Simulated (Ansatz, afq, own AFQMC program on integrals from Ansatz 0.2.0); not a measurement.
**AlNH4 (triplet): quantum Monte Carlo beside coupled cluster at distance Al1–H4 along a hydrogen transfer = 1.930 Å, cc-pVTZ**

How near does AFQMC come to the top of the ladder for AlNH4 (triplet)?

Program: Ansatz 0.2.0, Gaussian basis, and an in-house AFQMC program (afq) on its integrals; all values are calculated. Level of theory: cc-pVTZ, frozen cores. These are calculated values, not measurements.

The runs, in order: PBE (unrestricted); CCSD(T) on UHF; r2SCAN (unrestricted); PBE0 (unrestricted); B3LYP (unrestricted); wB97M-V (unrestricted); B2PLYP (unrestricted); Phaseless AFQMC, CISD trial on UHF; Phaseless AFQMC, single-determinant trial on UHF.

1 further run of the same task is left out (it didn't finish).

## Step 1: What is computed

The geometry derives from fragments relaxed apart (PBE0/def2-TZVP) and kept rigid, so it is no stationary point. A hydrogen atom is moved between rigid fragments.

6 atoms, charge 0, spin multiplicity 3.

Atoms are counted from 1 here; the program's logs count them from 0.

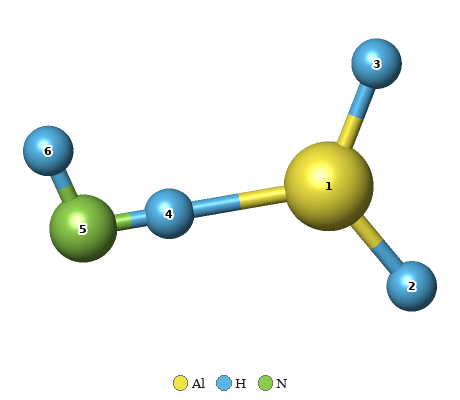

The geometry (aluminium yellow, hydrogen blue, nitrogen green); atoms are numbered from 1 in the order of the file.

Coordinates:

```xyz
6
charge 0, multiplicity 3
Al   -1.0043    0.0225    0.0000
H    -1.7972    1.3959    0.0000
H    -1.7972   -1.3509    0.0000
H     0.9257    0.0225    0.0000
N     1.9657    0.0225    0.0000
H     2.2348   -0.9817    0.0000
```

## Step 2: PBE (unrestricted)

Input file in.yaml:

```yaml
crystal:
  periodic: [false, false, false]
  atoms:
    - {symbol: Al, position_ang: [-1.004256, 0.022483, 0.000000]}
    - {symbol: H, position_ang: [-1.797179, 1.395868, 0.000000]}
    - {symbol: H, position_ang: [-1.797180, -1.350901, 0.000000]}
    - {symbol: H, position_ang: [0.925744, 0.022483, 0.000000]}
    - {symbol: N, position_ang: [1.965744, 0.022483, 0.000000]}
    - {symbol: H, position_ang: [2.234826, -0.981743, 0.000000]}
basis:
  gaussian: {orbitals: cc-pVTZ}
magnetization: {spin_polarized: true, initial_magnetization: 2}
hamiltonian: {xc: {name: PBE}}
output: {orbitals: {seedname: orbitals}}
```

Command:

```
ansatz run in.yaml --threads 1 --pin off --events-out ev --progress --plain --max-ram 5632MiB --backend cpu
```

Standard output:

```text
Functional definition: PBE
  name "PBE"
  cite "Perdew, Burke & Ernzerhof, Phys. Rev. Lett. 77, 3865 (1996) doi:10.1103/PhysRevLett.77.3865"
  parent pbe
  parameter kappa = 0.804
  parameter beta = 0.06672455060314922
  exchange = pbe_x(kappa = kappa, mu = beta*pi^2/3)
  correlation = pbe_c(beta = beta)
688 factors; their error is unknown
mean field evaluation 1: about -8138.1313 eV, gradient 3.2e1 eV
mean field evaluation 2: about -8108.6370 eV, gradient 7.1e1 eV
mean field evaluation 4: about -8142.4849 eV, gradient 4.8e0 eV
mean field evaluation 8: about -8142.6464 eV, gradient 2.4e-1 eV
mean field evaluation 16: about -8142.6360 eV, gradient 2.2e-4 eV
mean field evaluation 32: about -8142.6360 eV, gradient 1.2e-5 eV
mean field -8142.63596614 eV, -299.2363524786 hartree, gradient 1.2e-5 eV, S^2 2.004414; 3 other end points of the search recorded, 0 dependent functions left out
reference -8142.63601210 eV, -299.2363541678 hartree; 13, 11 occupied and 107, 109 virtual orbitals, 688 factors
Total energy: -8142.63601210 eV, -299.2363541678 hartree
```

It took 3.7 s on 1 thread of AMD EPYC 7R13 (Zen 3), shared host; peak memory 2.1 GiB.

From the report: ⟨S²⟩ of the determinant 2.004 (pure triplet: 2.00).

## Step 3: CCSD(T) on UHF

Changes to in.yaml since step 2:

```diff
@@ -12,3 +12,2 @@
 magnetization: {spin_polarized: true, initial_magnetization: 2}
-hamiltonian: {xc: {name: PBE}}
-output: {orbitals: {seedname: orbitals}}
+correlation: {method: ccsd_t, electrons: outside_noble_gas, hamiltonian_folder: ham}
```

Command:

```
ansatz run in.yaml --threads 1 --pin off --events-out ev --progress --plain --max-ram 16896MiB --backend cuda --devices 0, --max-vram 18GiB
```

Standard output, shortened:

```text
Functional definition: HF
  name "HF"
  cite "Fock, Z. Phys. 61, 126 (1930) doi:10.1007/BF01340294"
  parent pbe
[...]
706 factors; integrals over basis functions are off by at most 1.2e-3 eV
[...]
mean field -8125.08618132 eV, -298.5914097821 hartree, gradient 2.8e-6 eV, S^2 2.021319; 4 other end points of the search recorded, 0 dependent functions left out
determinant -8125.08618132 eV, -298.5914097821 hartree, with singles and doubles -8133.37457621 eV, -298.8960026766 hartree
determinant -8123.52527190 eV, -298.5340474193 hartree, with singles and doubles -8131.92512732 eV, -298.8427364123 hartree
determinant -8122.86006409 eV, -298.5096014830 hartree, with singles and doubles -8131.19503024 eV, -298.8159058394 hartree
6 core orbitals not correlated: weight in the atoms' cores, before any rotation towards them, 1.000 or more for the frozen orbitals, at most 0.000 for the correlated occupied ones
reference -8125.08618132 eV, -298.5914097821 hartree; 7, 5 occupied and 107, 109 virtual orbitals, 706 factors
second order -7.15670424 eV of doubles, -0.00000000 eV of singles
cycle   1  -8.13082591 eV  change   -6.8e-1 eV  update   2.1e-2
[...]
cycle   9  -8.15077271 eV  change    6.0e-6 eV  update   7.7e-6
perturbative correction -0.23382725 eV, -0.0085929928 hartree
Total energy: -8133.47078128 eV, -298.8995381474 hartree
```

Wall time 5.5 s (1 × NVIDIA H100 80GB HBM3 with 1 thread of AMD EPYC 7R13 (Zen 3), shared host); peak host memory 2.1 GiB.

From the report: ⟨S²⟩ of the determinant 2.021 (pure triplet: 2.00); correlation -8.3846 eV; T1 0.014; largest double amplitude 0.03.

This run also writes the integrals to the folder ham.

## Step 4: r2SCAN (unrestricted)

Changes to in.yaml since step 3:

```diff
@@ -12,2 +12,2 @@
 magnetization: {spin_polarized: true, initial_magnetization: 2}
-correlation: {method: ccsd_t, electrons: outside_noble_gas, hamiltonian_folder: ham}
+hamiltonian: {xc: {name: r2SCAN}}
```

Command:

```
ansatz run in.yaml --threads 1 --pin off --events-out ev --progress --plain --max-ram 5632MiB --backend cpu
```

Standard output:

```text
Functional definition: r2SCAN
  name "r2SCAN"
  cite "Furness, Kaplan, Ning, Perdew & Sun, J. Phys. Chem. Lett. 11, 8208 (2020) doi:10.1021/acs.jpclett.0c02405"
  cite "Furness, Kaplan, Ning, Perdew & Sun, J. Phys. Chem. Lett. 11, 9248 (2020) doi:10.1021/acs.jpclett.0c03077"
  parent r2scan
  parameter k0 = 0.174
  parameter k1 = 0.065
  parameter a1 = 4.9479
  exchange = r2scan_x(k0 = k0, k1 = k1, a1 = a1)
  correlation = r2scan_c
688 factors; their error is unknown
mean field evaluation 1: about -8143.3699 eV, gradient 2.8e1 eV
mean field evaluation 2: about -8131.8712 eV, gradient 5.2e1 eV
mean field evaluation 4: about -8146.8768 eV, gradient 1.3e0 eV
mean field evaluation 8: about -8146.8920 eV, gradient 3.7e-2 eV
mean field evaluation 16: about -8146.8792 eV, gradient 6.6e-5 eV
mean field -8146.87920398 eV, -299.3922885933 hartree, gradient 6.6e-5 eV, S^2 2.009220; 3 other end points of the search recorded, 0 dependent functions left out
reference -8146.87922095 eV, -299.3922892170 hartree; 13, 11 occupied and 107, 109 virtual orbitals, 688 factors
Total energy: -8146.87922095 eV, -299.3922892170 hartree
```

It took 7.5 s on 1 thread of AMD EPYC 7R13 (Zen 3), shared host; peak memory 2.1 GiB.

From the report: ⟨S²⟩ of the determinant 2.009 (pure triplet: 2.00).

## Step 5: PBE0 (unrestricted)

Changes to in.yaml since step 4:

```diff
@@ -12,2 +12,3 @@
 magnetization: {spin_polarized: true, initial_magnetization: 2}
-hamiltonian: {xc: {name: r2SCAN}}
+hamiltonian: {xc: {name: PBE0}}
+output: {orbitals: {seedname: orbitals}}
```

Launched as before.

Standard output:

```text
Functional definition: PBE0
  name "PBE0"
  cite "Adamo & Barone, J. Chem. Phys. 110, 6158 (1999) doi:10.1063/1.478522"
  cite "Perdew, Burke & Ernzerhof, Phys. Rev. Lett. 77, 3865 (1996) doi:10.1103/PhysRevLett.77.3865"
  parent pbe
  parameter a = 0.25
  parameter kappa = 0.804
  parameter beta = 0.06672455060314922
  exchange = (1 - a)*pbe_x(kappa = kappa, mu = beta*pi^2/3) + a*exact_x
  correlation = pbe_c(beta = beta)
703 factors; their error is unknown
mean field evaluation 1: about -8140.8447 eV, gradient 2.4e1 eV
mean field evaluation 2: about -8139.0114 eV, gradient 3.1e1 eV
mean field evaluation 4: about -8143.4295 eV, gradient 4.0e-1 eV
mean field evaluation 8: about -8143.4477 eV, gradient 7.7e-3 eV
mean field evaluation 16: about -8142.5483 eV, gradient 4.4e0 eV
mean field -8143.44766099 eV, -299.2661817142 hartree, gradient 1.3e-5 eV, S^2 2.006730; 1 other end points of the search recorded, 0 dependent functions left out
reference -8143.44769543 eV, -299.2661829798 hartree; 13, 11 occupied and 107, 109 virtual orbitals, 703 factors
Total energy: -8143.44769543 eV, -299.2661829798 hartree
```

Run time: 2.2 s. Hardware: 1 thread of AMD EPYC 7R13 (Zen 3), shared host; peak memory 2.1 GiB.

From the report: ⟨S²⟩ of the determinant 2.007 (pure triplet: 2.00).

## Step 6: B3LYP (unrestricted)

Changes to in.yaml since step 5:

```diff
@@ -12,3 +12,2 @@
 magnetization: {spin_polarized: true, initial_magnetization: 2}
-hamiltonian: {xc: {name: PBE0}}
-output: {orbitals: {seedname: orbitals}}
+hamiltonian: {xc: {name: B3LYP}}
```

Same command.

Standard output, shortened:

```text
Functional definition: B3LYP
  name "B3LYP"
  cite "Stephens, Devlin, Chabalowski & Frisch, J. Phys. Chem. 98, 11623 (1994) doi:10.1021/j100096a001"
  cite "Becke, Phys. Rev. A 38, 3098 (1988) doi:10.1103/PhysRevA.38.3098"
  cite "Lee, Yang & Parr, Phys. Rev. B 37, 785 (1988) doi:10.1103/PhysRevB.37.785"
  cite "Vosko, Wilk & Nusair, Can. J. Phys. 58, 1200 (1980) doi:10.1139/p80-159"
[...]
700 factors; their error is unknown
[...]
mean field -8149.27627155 eV, -299.4803792016 hartree, gradient 2.7e-5 eV, S^2 2.005965; 0 other end points of the search recorded, 0 dependent functions left out
reference -8149.27652579 eV, -299.4803885446 hartree; 13, 11 occupied and 107, 109 virtual orbitals, 700 factors
Total energy: -8149.27652579 eV, -299.4803885446 hartree
```

Run time: 2.2 s. Hardware: 1 thread of AMD EPYC 7R13 (Zen 3), shared host; peak memory 2.1 GiB.

From the report: ⟨S²⟩ of the determinant 2.006 (pure triplet: 2.00).

## Step 7: wB97M-V (unrestricted)

Changes to in.yaml since step 6:

```diff
@@ -12,2 +12,3 @@
 magnetization: {spin_polarized: true, initial_magnetization: 2}
-hamiltonian: {xc: {name: B3LYP}}
+hamiltonian: {xc: {name: wB97M-V}}
+output: {orbitals: {seedname: orbitals}}
```

The command is unchanged.

Standard output, shortened:

```text
Functional definition: wB97M-V
  name "wB97M-V"
  cite "Mardirossian & Head-Gordon, J. Chem. Phys. 144, 214110 (2016) doi:10.1063/1.4952647"
  cite "Becke, J. Chem. Phys. 107, 8554 (1997) doi:10.1063/1.475007"
  cite "Vydrov & Van Voorhis, J. Chem. Phys. 133, 244103 (2010) doi:10.1063/1.3521275"
  # Of w^i u^j: cxij and so on, Table III.
[...]
  gx(w, u) = 1 - cx + cx01*u + cx10*w
  gss(w, u) = css00 + css04*u^4 + css10*w + css20*w^2 + css43*w^4*u^3
  gos(w, u) = cos00 + cos10*w + (cos20 + cos21*u)*w^2 + (cos60 + cos61*u)*w^6
[...]
      + integral(e_c_pw_mod_opposite_spin*gos(b97_w_opposite, b97_u_opposite)) + vv10(b, c)
688 factors; their error is unknown
174 factors; integrals over basis functions are off by at most 3.1e-5 eV
[...]
mean field -8146.87271011 eV, -299.3920499481 hartree, gradient 4.3e-5 eV, S^2 2.005709; 0 other end points of the search recorded, 0 dependent functions left out
reference -8146.87275928 eV, -299.3920517548 hartree; 13, 11 occupied and 107, 109 virtual orbitals, 688 factors
Total energy: -8146.87275928 eV, -299.3920517548 hartree
```

Run time: 7 s. Hardware: 1 thread of AMD EPYC 7R13 (Zen 3), shared host; peak memory 2.1 GiB.

From the report: ⟨S²⟩ of the determinant 2.006 (pure triplet: 2.00).

## Step 8: B2PLYP (unrestricted)

Changes to in.yaml since step 7:

```diff
@@ -12,3 +12,3 @@
 magnetization: {spin_polarized: true, initial_magnetization: 2}
-hamiltonian: {xc: {name: wB97M-V}}
-output: {orbitals: {seedname: orbitals}}
+hamiltonian: {xc: {name: B2PLYP}}
+correlation: {electrons: outside_noble_gas}
```

Same command.

Standard output, shortened:

```text
Functional definition: B2PLYP
  name "B2PLYP"
  cite "Grimme, J. Chem. Phys. 124, 034108 (2006) doi:10.1063/1.2148954"
  cite "Becke, Phys. Rev. A 38, 3098 (1988) doi:10.1103/PhysRevA.38.3098"
  cite "Lee, Yang & Parr, Phys. Rev. B 37, 785 (1988) doi:10.1103/PhysRevB.37.785"
[...]
706 factors; integrals over basis functions are off by at most 1.2e-3 eV
[...]
mean field -8141.52814897 eV, -299.1956409487 hartree, gradient 5.3e-6 eV, S^2 2.011208; 0 other end points of the search recorded, 0 dependent functions left out
6 core orbitals not correlated: weight in the atoms' cores, before any rotation towards them, 1.000 or more for the frozen orbitals, at most 0.000 for the correlated occupied ones
reference -8141.52830949 eV, -299.1956468476 hartree; 7, 5 occupied and 107, 109 virtual orbitals, 706 factors
second order -8.74517054 eV of doubles, -0.00000000 eV of singles
Total energy: -8143.88950553 eV, -299.2824192018 hartree
```

It took 3 s on 1 thread of AMD EPYC 7R13 (Zen 3), shared host; peak memory 2.1 GiB.

From the report: ⟨S²⟩ of the determinant 2.011 (pure triplet: 2.00).

## Step 9: Phaseless AFQMC, CISD trial on UHF

It reads the integrals that the CCSD(T) run on this determinant wrote.

Command:

```
afq ham --method phaseless --trial cisd --walkers 600 --populations 10 --least-time 60 --time-step 0.005 --steps-per-block 50 --equilibration-blocks 28 --max-blocks 4000 --target-error 0.00021 --factor-cut 1e-05 --start spin_pure --seed 2965 --release-times 0.24,0.51,0.99,1.62,2.4 --release-step 0.03 --release-every 3 --taylor-order 6
```

Standard output:

```text
orbitals 114  electrons 7 5  factors 699 of 706
reference energy -298.59140978 Eh
CCSD correlation -0.29953546 Eh in 11 cycles, weight of the determinant in the CISD state 0.8804
energy of the start -298.890121 Eh
 block  time / (1/Eh)  mean weight  energy / Eh
     1     0.250  0.9997  -298.887408
     2     0.500  1.0001  -298.890705
     3     0.750  0.9994  -298.893289
     4     1.000  1.0000  -298.894923
     5     1.250  1.0007  -298.897451
     6     1.500  1.0004  -298.896534
     7     1.750  1.0010  -298.897628
     8     2.000  1.0014  -298.897049
     9     2.250  1.0010  -298.896870
    10     2.500  0.9995  -298.899495
    11     2.750  0.9997  -298.900666
    16     4.000  0.9999  -298.900624
    21     5.250  0.9993  -298.900358
    26     6.500  0.9985  -298.903689
    31     7.750  1.0003  -298.900484
    36     9.000  0.9990  -298.903986
    41    10.250  1.0012  -298.899351
    46    11.500  1.0004  -298.898462
    51    12.750  0.9993  -298.898652
    56    14.000  1.0000  -298.900471
    61    15.250  1.0007  -298.900242
    66    16.500  0.9989  -298.898659
    71    17.750  0.9999  -298.901489
    76    19.000  0.9994  -298.900135
    81    20.250  1.0001  -298.897753
    86    21.500  0.9993  -298.900569
    91    22.750  0.9986  -298.899596
    96    24.000  0.9998  -298.898218
   101    25.250  0.9991  -298.901007
   106    26.500  0.9977  -298.898012
   111    27.750  1.0003  -298.900142
   116    29.000  1.0002  -298.901067
   121    30.250  1.0004  -298.902293
   126    31.500  1.0009  -298.900112
   131    32.750  1.0008  -298.898536
   136    34.000  1.0005  -298.898196
   141    35.250  0.9991  -298.900770
   146    36.500  1.0013  -298.901485
   151    37.750  1.0001  -298.897969
   156    39.000  0.9984  -298.900927
   161    40.250  1.0008  -298.900772
   166    41.500  1.0001  -298.900114
   171    42.750  1.0000  -298.900095
   176    44.000  0.9999  -298.898396
   181    45.250  0.9998  -298.900820
   186    46.500  1.0004  -298.902720
   191    47.750  0.9997  -298.901919
   196    49.000  0.9987  -298.897194
   201    50.250  1.0013  -298.899171
   206    51.500  1.0009  -298.902768
error from the spread of 10 populations
released: time / (1/Eh)  energy / Eh  error  mean overlap
  0.24  -298.900755  0.000180  0.9969
  0.51  -298.900590  0.000187  0.9977
  0.99  -298.901035  0.000118  0.9823
  1.62  -298.901906  0.000802  0.9686
  2.40  -298.901024  0.000242  0.9545
energy -298.900466 +/- 0.000143 Eh
```

Wall time 3.8 min (1 × NVIDIA H100 80GB HBM3 with 2 threads of AMD EPYC 7R13 (Zen 3), shared host); peak host memory 2.1 GiB.

Energy -8133.4960 ± 0.0039 eV. Caveats: constraint bias not in the error.

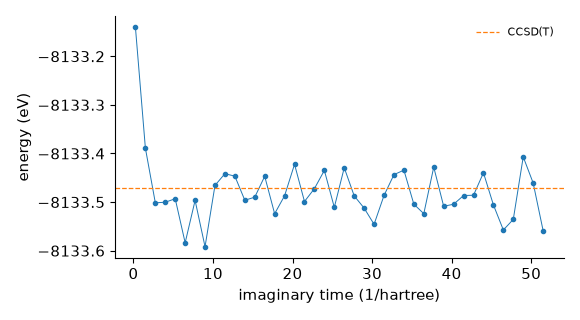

Block energies along the walk.

## Step 10: Phaseless AFQMC, single-determinant trial on UHF

It reads the integrals that the CCSD(T) run on this determinant wrote.

Command:

```
afq ham --method phaseless --trial hf --walkers 600 --populations 10 --least-time 40 --time-step 0.005 --steps-per-block 20 --equilibration-blocks 112 --max-blocks 4000 --target-error 0.0010500000000000002 --factor-cut 1e-05 --start spin_pure --seed 3236 --taylor-order 6
```

Standard output:

```text
orbitals 114  electrons 7 5  factors 699 of 706
reference energy -298.59140978 Eh
CCSD correlation -0.29953546 Eh in 11 cycles, weight of the determinant in the CISD state 0.8804
energy of the start -298.592028 Eh
 block  time / (1/Eh)  mean weight  energy / Eh
     1     0.100  1.0020  -298.679501
     2     0.200  1.0024  -298.734266
     3     0.300  1.0025  -298.768063
     4     0.400  1.0017  -298.797863
     5     0.500  1.0016  -298.813522
     6     0.600  1.0010  -298.827588
     7     0.700  1.0015  -298.837286
     8     0.800  1.0005  -298.843357
     9     0.900  0.9997  -298.849005
    10     1.000  1.0000  -298.859186
    15     1.500  1.0013  -298.876387
    29     2.900  1.0000  -298.890321
    43     4.300  0.9988  -298.906774
    57     5.700  0.9997  -298.903693
    71     7.100  0.9992  -298.891450
    85     8.500  0.9994  -298.902270
    99     9.900  0.9994  -298.895650
   113    11.300  1.0001  -298.895003
   127    12.700  1.0000  -298.900037
   141    14.100  1.0013  -298.894113
   155    15.500  1.0002  -298.896651
   169    16.900  1.0006  -298.892462
   183    18.300  0.9989  -298.902977
   197    19.700  0.9999  -298.890754
   211    21.100  1.0008  -298.918647
   225    22.500  0.9999  -298.891004
   239    23.900  0.9998  -298.906240
   253    25.300  0.9992  -298.888830
   267    26.700  0.9992  -298.887190
   281    28.100  0.9985  -298.896952
   295    29.500  1.0006  -298.904217
   309    30.900  1.0008  -298.914322
   323    32.300  0.9994  -298.904791
   337    33.700  1.0005  -298.896870
   351    35.100  0.9993  -298.889635
   365    36.500  1.0004  -298.906036
   379    37.900  0.9996  -298.903753
   393    39.300  1.0011  -298.899835
   407    40.700  1.0000  -298.880168
   421    42.100  1.0004  -298.884376
   435    43.500  1.0008  -298.905019
   449    44.900  0.9992  -298.900093
   463    46.300  1.0000  -298.903601
   477    47.700  1.0003  -298.920109
   491    49.100  1.0007  -298.895251
   505    50.500  0.9992  -298.901659
   519    51.900  0.9999  -298.900301
   533    53.300  1.0009  -298.888254
   547    54.700  0.9992  -298.888889
   561    56.100  1.0003  -298.895371
   575    57.500  1.0001  -298.894682
   589    58.900  0.9995  -298.901880
error from the spread of 10 populations
energy -298.897710 +/- 0.001133 Eh
```

Wall time 90 s (1 × NVIDIA H100 80GB HBM3 with 2 threads of AMD EPYC 7R13 (Zen 3), shared host); peak host memory 2.1 GiB.

Energy -8133.4210 ± 0.0308 eV. Caveats: constraint bias not in the error.

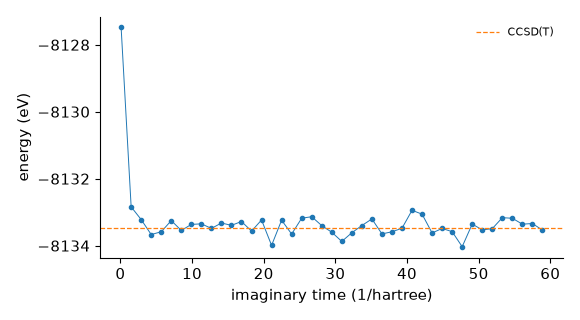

Block energies along the walk.

## Step 11: AFQMC on the ladder

On the UHF determinant, counted from CCSD(T) (a yardstick, not exact):

```
                                                             level  energy (eV)  from CCSD(T) (kJ/mol)  statistical error (kJ/mol)     time
                                                                HF   -8125.0862                 +809.0                                     
                                                               MP2   -8132.2429                 +118.5                                     
                                                              CCSD   -8133.2370                  +22.6                                     
                                                           CCSD(T)   -8133.4708                    0.0                                     
              Phaseless AFQMC, CISD trial, step 0.005, 600 walkers   -8133.4960                   -2.4                         0.4  3.8 min
Phaseless AFQMC, single-determinant trial, step 0.005, 600 walkers   -8133.4210                   +4.8                         3.0     90 s
```

The functionals' totals stand on their own zeros and serve differences with other points: PBE -8142.636 eV; r2SCAN -8146.879 eV; PBE0 -8143.448 eV; B3LYP -8149.277 eV; wB97M-V -8146.873 eV; B2PLYP -8143.890 eV.

## Step 12: Outcome

```
                                                     quantity              value
              Phaseless AFQMC, CISD trial on UHF from CCSD(T)  -2.4 ± 0.4 kJ/mol
Phaseless AFQMC, single-determinant trial on UHF from CCSD(T)  +4.8 ± 3.0 kJ/mol
```

**Reading.** On UHF the phaseless walk with the CISD trial lies -2.4 kJ/mol from CCSD(T), 7 times its error bar. Error bars are statistical and leave out the constraint, the time step and what remains of the start.
